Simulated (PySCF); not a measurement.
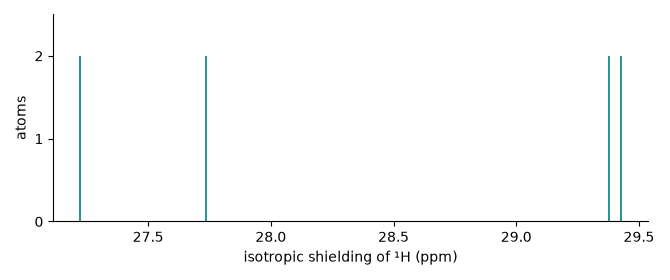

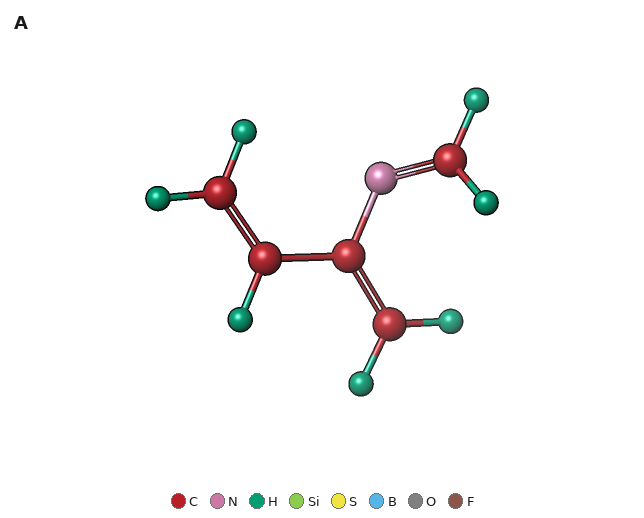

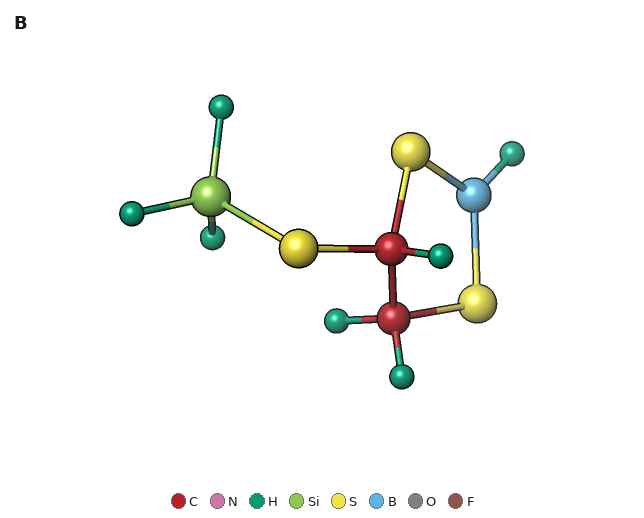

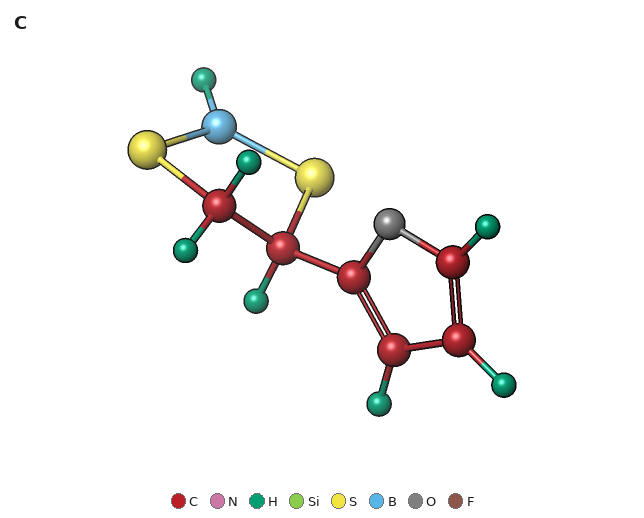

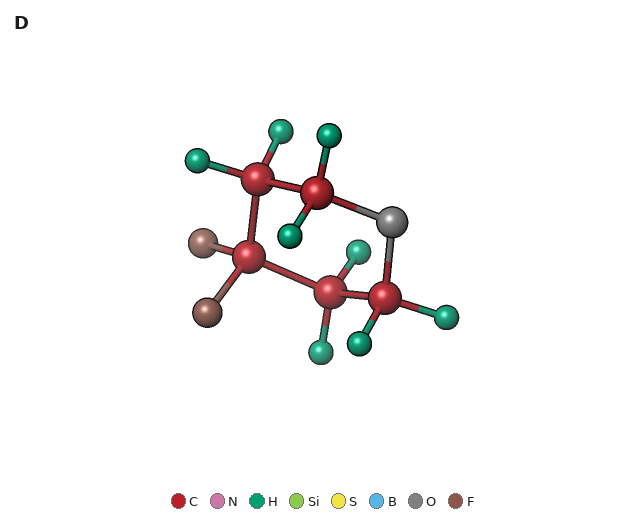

The sticks are computed shieldings of one of the molecules, for one fixed geometry (PBE0-D3(BJ)/def2-SVP) without averaging over rotations. Low shielding means a high chemical shift. Method: GIAO PBE0/pcSseg-1 NMR shielding, non-relativistic, IEF-PCM water (PySCF 2.14.0).

### Match the spectrum to a structure.

D, `FC1(F)CCOCC1`. Its 8 H atoms give lines at 27.22 (2 atoms), 27.74 (2 atoms), 29.38 (2 atoms), 29.43 (2 atoms) ppm.
